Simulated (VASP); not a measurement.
Band structure of Sn6Ge2 (ordered alloy cell). All values below come from PBEsol GGA, VASP's PBE PAW potentials (set 64) (plane waves; VASP).

Unless said otherwise, spin-orbit coupling is left out, though it shifts the bands of the heavy elements here.

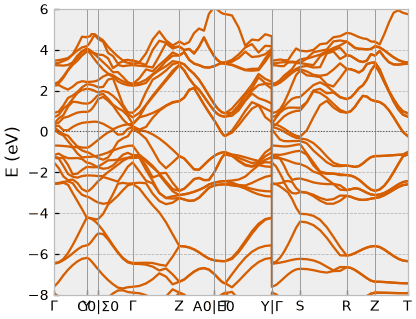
Bands along high-symmetry lines, zero at the valence-band maximum or, without a gap, the Fermi level

Task: Read the plot: is there a gap, and where are the band edges?

Result: It has no gap at this level: it comes out as a metal or semimetal. (Edges off the drawn lines would not show.)

The structure was generated: Sn6Ge2 was put into an ordered model structure (Cmcm), which need not be its known phase. It was relaxed first.
